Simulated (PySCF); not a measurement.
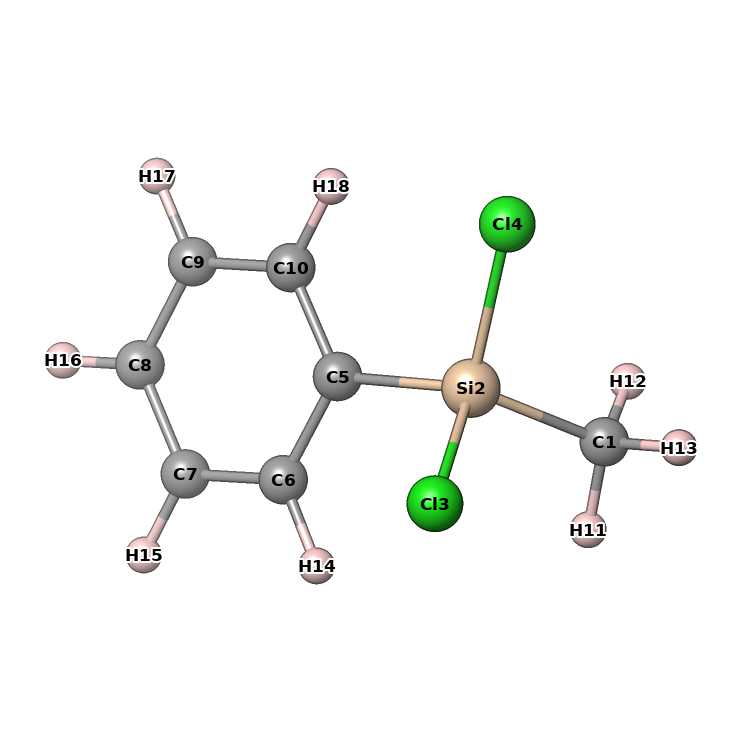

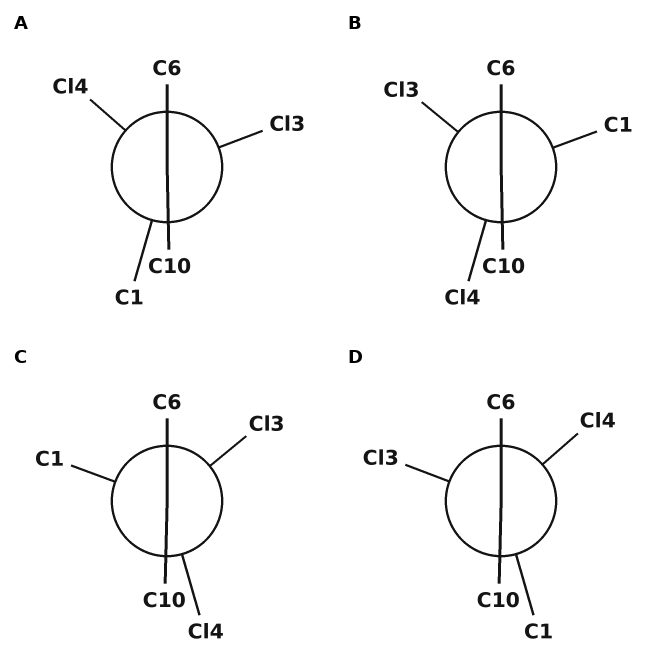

Atoms fade into the background with distance from the viewer. Bonds that would overlap in a projection are set slightly apart. The computed structure is the end point of a PBE0-D3(BJ)/def2-SVP optimisation. No frequency run is at hand to confirm it as a minimum.

**Which Newman projection shows the view along C5–Si2, with C5 in front?**

B. The torsion angle C6–C5–Si2–Cl3 is −51°, synclinal (gauche).
